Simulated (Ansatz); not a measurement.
# SiH2OF (SMILES O[SiH]F): UCCSD/def2-TZVP

Aim: the vertical ionisation energy of SiH2OF at UCCSD/def2-TZVP, from 2 runs. 

The results are computed with Ansatz 0.2.0.

62 further runs of the same task are left out: 62 set aside as unsound or not needed.

### 1 The structure to begin with

The species is SiH2OF (5 atoms), meant as a doublet with charge 0. As SMILES, `O[SiH]F`. The shape is that of a PBE0-D4/def2-TZVP optimisation. This is one conformer, not always the lowest.

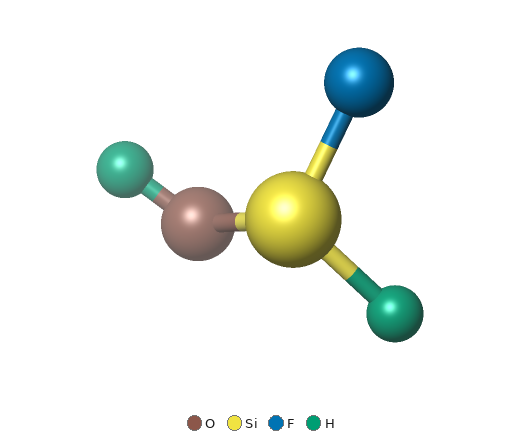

The structure, seen from a chosen angle (oxygen brown, silicon yellow, fluorine blue, hydrogen teal).

### 2 A single-point energy at UCCSD/def2-TZVP

Contents of run.yaml:

```yaml
crystal:
  periodic: [false, false, false]
  atoms:
    - {symbol: O, position_ang: [-0.615200, -0.884600, -0.276300]}
    - {symbol: Si, position_ang: [0.283900, 0.245700, 0.493100]}
    - {symbol: F, position_ang: [0.207000, 1.646500, -0.283100]}
    - {symbol: H, position_ang: [-1.564500, -0.765100, -0.338000]}
    - {symbol: H, position_ang: [1.688800, -0.242600, 0.404400]}
basis:
  gaussian: {orbitals: def2-TZVP}
correlation: {method: ccsd, frozen_orbitals: {F: 1, H: 0, O: 1, Si: 5}}
accuracy: high
magnetization: {spin_polarized: true, initial_magnetization: 1}
scf: {omitted_lower_state_checks: [cluster_reference, increment]}
```

Launch:

```sh
$ ansatz run run.yaml --threads 1 --pin off --max-ram 3480MiB --events-out events.jsonl --progress --plain --runs-dir runs
```

The program printed, shortened:

```text
Warning: RAYON_NUM_THREADS=1 ignored (pool sized by the plan → 1); use --threads N
Functional definition: HF
  name "HF"
[...]
1873 factors; integrals over basis functions are off by at most 3.9e-9 eV
[...]
mean field -12641.42295204 eV, -464.5637248233 hartree, gradient 1.4e-8 eV, S^2 0.754175; 0 other end points of the search recorded, 0 dependent functions left out
7 core orbitals not correlated: weight in the atoms' cores, before any rotation towards them, 1.000 or more for the frozen orbitals, at most 0.000 for the correlated occupied ones
reference -12641.42295204 eV, -464.5637248233 hartree; 10, 9 occupied and 94, 95 virtual orbitals, 1873 factors
second order -15.86372543 eV of doubles, -0.00000000 eV of singles
cycle   1  -15.79143675 eV  change    7.2e-2 eV  update   8.5e-2
[...]
cycle  23  -16.22438138 eV  change  -3.0e-10 eV  update   1.2e-9
Total energy: -12657.64733342 eV, -465.1599598418 hartree
Checks for a lower state left out: cluster_reference, increment
```

Wall time 61 s (1 thread of Intel Xeon Platinum 8259CL at 2.50GHz (Skylake/Cascade Lake), shared host); peak memory 1.9 GiB.

### 3 The singlet cation, same level

Contents of run.yaml:

```yaml
crystal:
  periodic: [false, false, false]
  atoms:
    - {symbol: O, position_ang: [-0.615200, -0.884600, -0.276300]}
    - {symbol: Si, position_ang: [0.283900, 0.245700, 0.493100]}
    - {symbol: F, position_ang: [0.207000, 1.646500, -0.283100]}
    - {symbol: H, position_ang: [-1.564500, -0.765100, -0.338000]}
    - {symbol: H, position_ang: [1.688800, -0.242600, 0.404400]}
basis:
  gaussian:
    orbitals: def2-TZVP
total_charge: 1
magnetization:
  spin_polarized: false
  initial_magnetization: 0
correlation:
  method: ccsd
  frozen_orbitals: {F: 1, H: 0, O: 1, Si: 5}
accuracy: high
scf:
  omitted_lower_state_checks: [cluster_reference, increment]
```

Launch:

```sh
$ ansatz run run.yaml --threads 1 --pin off --max-ram 3480MiB --events-out events.jsonl --progress --plain --runs-dir runs
```

The program printed, shortened:

```text
Warning: RAYON_NUM_THREADS=1 ignored (pool sized by the plan → 1); use --threads N
[... 2 set-up lines as earlier in the session ...]
[...]
1873 factors; integrals over basis functions are off by at most 3.9e-9 eV
[...]
mean field -12632.55285481 eV, -464.2377547624 hartree, gradient 3.4e-8 eV, S^2 0.000000; 0 other end points of the search recorded, 0 dependent functions left out
7 core orbitals not correlated: weight in the atoms' cores, before any rotation towards them, 1.000 or more for the frozen orbitals, at most 0.000 for the correlated occupied ones
reference -12632.55285481 eV, -464.2377547624 hartree; 9, 9 occupied and 95, 95 virtual orbitals, 1873 factors
second order -16.04751966 eV of doubles, -0.00000000 eV of singles
cycle   1  -15.78384753 eV  change    2.6e-1 eV  update   1.1e-1
[...]
cycle  24  -16.29600072 eV  change   1.9e-10 eV  update   2.0e-9
Total energy: -12648.84885553 eV, -464.8366217429 hartree
Checks for a lower state left out: cluster_reference, increment
```

Run time: 18 s. Hardware: 1 thread of Intel Xeon Platinum 8259CL at 2.50GHz (Skylake/Cascade Lake), shared host; peak memory 0.87 GiB.

### 4 What came out

At UCCSD/def2-TZVP, 7 core orbitals frozen:

| quantity | value |
| --- | --- |
| doublet SiH2OF: total energy | -465.15996 Eh |
| doublet SiH2OF: correlation energy (7 core orbitals frozen) | -596.2 mEh |
| doublet SiH2OF: ⟨S²⟩ of the reference determinant | 0.754 |
| doublet SiH2OF: T1 diagnostic | 0.014 |
| singlet cation: total energy | -464.83662 Eh |
| singlet cation: correlation energy (7 core orbitals frozen) | -598.9 mEh |
| singlet cation: T1 diagnostic | 0.019 |
| vertical ionisation energy (to the singlet cation) | 8.798 eV |

In words: Removing an electron at fixed nuclei costs 8.80 eV (849 kJ/mol). Only the singlet of the ionised species was computed; a triplet could lie lower.
